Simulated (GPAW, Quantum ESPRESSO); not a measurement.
Consider TiNCl (Pmmn).

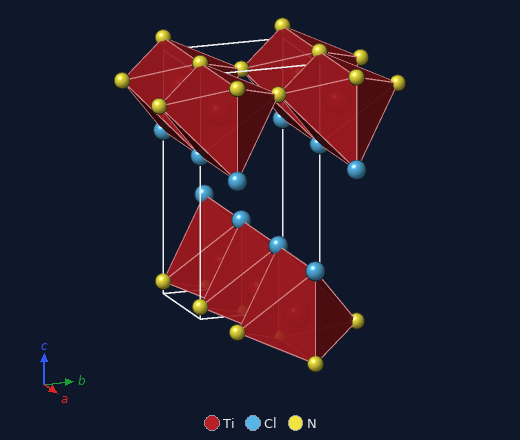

The structure (titanium red, chlorine blue, nitrogen yellow). 2×1×1 cells are drawn. Some periodic images of atoms are drawn too.

```cif
data_structure
_symmetry_space_group_name_H-M 'P 1'
_symmetry_Int_Tables_number 1
_cell_length_a 3.2580
_cell_length_b 3.9370
_cell_length_c 7.8030
_cell_angle_alpha 90.000
_cell_angle_beta 90.000
_cell_angle_gamma 90.000
_cell_volume 100.09
loop_
_atom_site_label
_atom_site_type_symbol
_atom_site_fract_x
_atom_site_fract_y
_atom_site_fract_z
_atom_site_occupancy
Ti1 Ti 0.50000 0.00000 0.90000 1
Ti2 Ti 0.00000 0.50000 0.10000 1
Cl3 Cl 0.00000 0.00000 0.67000 1
Cl4 Cl 0.50000 0.50000 0.33000 1
N5 N 0.00000 0.00000 0.05000 1
N6 N 0.50000 0.50000 0.95000 1
```

Absorber: atom 1, with 4 N at 2.01 Å and 2 Cl at 2.42 Å (distorted octahedral, site symmetry mm2). Method: GPAW, LDA, full core hole (charged cell), 24-atom cell with 7.6 Å between holes, 4×4×4 k points, dipole transitions, Gaussian full width 0.9 eV up to 4 eV, rising linearly to 3.5 eV at 25 eV.

Question: Predict the near-edge structure at the Ti L₃ edge.

Main maxima up to 30 eV above the zero (height): 0.4 eV (9.87) and 3.2 eV (3.30). At an L edge the dipole rule selects empty d (and weakly s) states on the absorber, and the strong line at the onset measures the empty part of its d band. 2p–3d multiplets, which reshape such L edges, aren't in a one-electron spectrum. The total-energy difference plus the lowest empty eigenvalue puts the zero at 456.47 eV. Two terms are added: -1.48 eV, since the hole is spin-paired here and a spin-polarised one costs that much less in the free atom (computed apart); −2.13 eV, a third of the tabulated L₂–L₃ splitting, since the scalar-relativistic hole is their mean. The photon energy is then 452.86 eV. The tabulated edge of the element is 453.8 eV. The functional and the charged cell's background leave an error of a few eV in such absolute values.

The Ti L₃ spectrum (energy from the lowest empty level; intensity scaled to a mean of 1 over the first 20 eV; polarised curves are means over the symmetry-equivalent atoms):

| E (eV) | isotropic | ε ∥ x | ε ∥ y | ε ∥ z |
| --- | --- | --- | --- | --- |
| -2.0 | 0.00 | 0.00 | 0.00 | 0.00 |
| -0.5 | 0.80 | 0.63 | 0.89 | 0.89 |
| 1.0 | 4.34 | 4.70 | 3.92 | 4.38 |
| 2.5 | 1.68 | 1.90 | 1.58 | 1.56 |
| 4.0 | 1.53 | 1.16 | 2.64 | 0.78 |
| 5.5 | 0.29 | 0.22 | 0.48 | 0.17 |
| 7.0 | 0.03 | 0.03 | 0.03 | 0.04 |
| 8.5 | 0.18 | 0.16 | 0.17 | 0.20 |
| 10.0 | 0.27 | 0.26 | 0.22 | 0.34 |
| 11.5 | 0.34 | 0.37 | 0.23 | 0.42 |
| 13.0 | 0.35 | 0.41 | 0.23 | 0.43 |
| 14.5 | 0.26 | 0.24 | 0.19 | 0.35 |
| 16.0 | 0.22 | 0.20 | 0.20 | 0.27 |
| 17.5 | 0.27 | 0.25 | 0.31 | 0.26 |
| 19.0 | 0.30 | 0.29 | 0.34 | 0.27 |
| 20.5 | 0.31 | 0.32 | 0.34 | 0.27 |
| 22.0 | 0.31 | 0.32 | 0.34 | 0.28 |
| 23.5 | 0.30 | 0.31 | 0.30 | 0.28 |
| 25.0 | 0.28 | 0.29 | 0.26 | 0.28 |
| 26.5 | 0.28 | 0.28 | 0.27 | 0.29 |
| 28.0 | 0.29 | 0.28 | 0.28 | 0.30 |
| 29.5 | 0.28 | 0.27 | 0.27 | 0.31 |
| 31.0 | 0.29 | 0.29 | 0.26 | 0.32 |

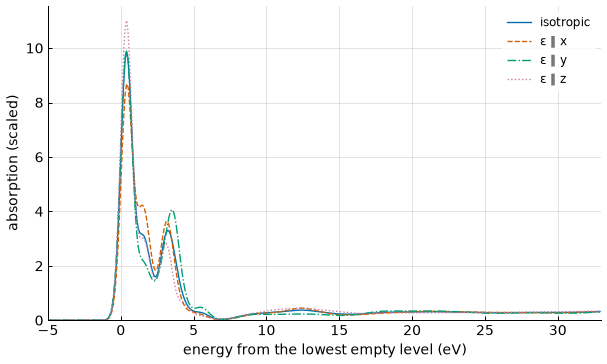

The Ti L₃ edge.

One-electron theory leaves out the 2p–3d multiplets that shape measured L edges of 3d elements, and the L₂ edge isn't added. The mesh is coarse (0.25 Å⁻¹ between points), so small maxima may be mesh ripples. The structure is a published determination, not relaxed.

[Banner, clock and machine lines of the logs are left out without a mark of their own.]

[Logs are printed without paths, hosts, clocks, repeated set-up lines and the standing remarks that a program may print on its own settings, such as how far it seeks lower states.]

[Hosts, paths, dates, database ids (printed as entryN), source tags and the programs' standing remarks are cut or masked in the printed files.]

[Lists of maxima count a maximum above −3 eV only where it reaches 4 % of the highest in the window and stands out from its surroundings by 2 % of it (1.5 % where it reaches 55 %); shoulders and weaker maxima are passed over, and of the rest the first, up to two pre-edge ones and the few strongest are named.]
